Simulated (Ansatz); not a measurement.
```xyz
5
Lattice="4.6764 0.0834 -0.0957 -0.1151 5.1212 0.0553 -1.3235 -0.7735 7.7220" Properties=species:S:1:pos:R:3 pbc="T T T"
Bi    0.0381    0.3391    2.4749
Bi    3.1996    4.0920    5.2068
Pb    0.8763    1.7640    5.4232
Pb    2.3614    2.6671    2.2584
Pb    2.3382    0.0417   -0.0479
```

Space group P-1; a generated structure, not necessarily the stable one; changed on purpose from its base cell (volume × 1.03, shape and atoms relaxed).

Computed with Ansatz, DFT PBE, scalar-relativistic, plane waves, PAW.

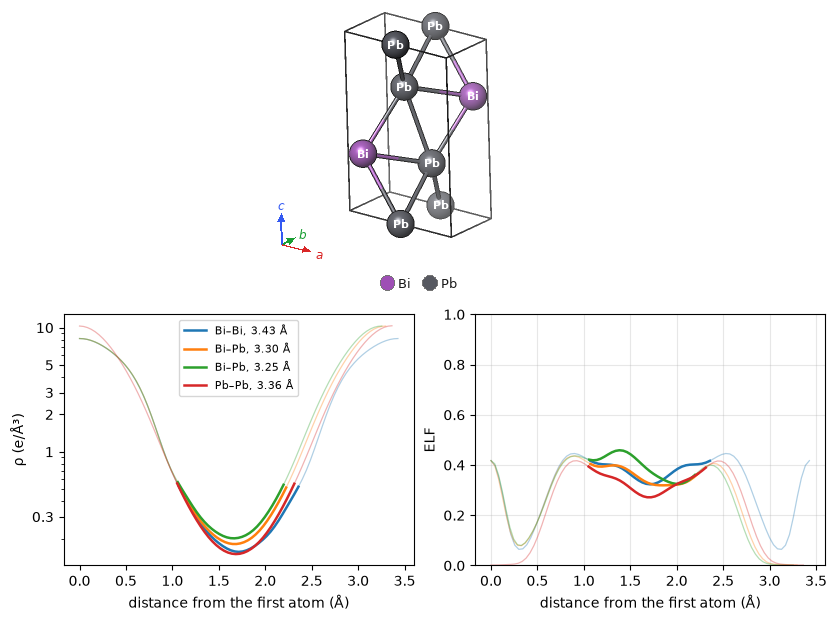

Bi₂Pb₃. Valence pseudo-density and electron localisation function along straight lines between neighbouring atoms. Thin, pale parts lie inside the atomic spheres. The structure is drawn too.

The density is the valence pseudo-density of a PAW calculation; it isn't the true density close to the nuclei.

Q: Compare the contacts.

A: Bi–Bi (3.43 Å): ρ at the midpoint is about 0.16 e/Å³; the ELF is about 0.30 at the midpoint.
Bi–Pb (3.30 Å): the density is about 0.18 e/Å³ at the midpoint; the ELF is about 0.35 at the midpoint.
Bi–Pb (3.25 Å): the density is about 0.2 e/Å³ at the midpoint; the ELF is about 0.40 at the midpoint.
Pb–Pb (3.36 Å): ρ at the midpoint is about 0.15 e/Å³; the ELF is about 0.25 at the midpoint (no localised pair shows between them).
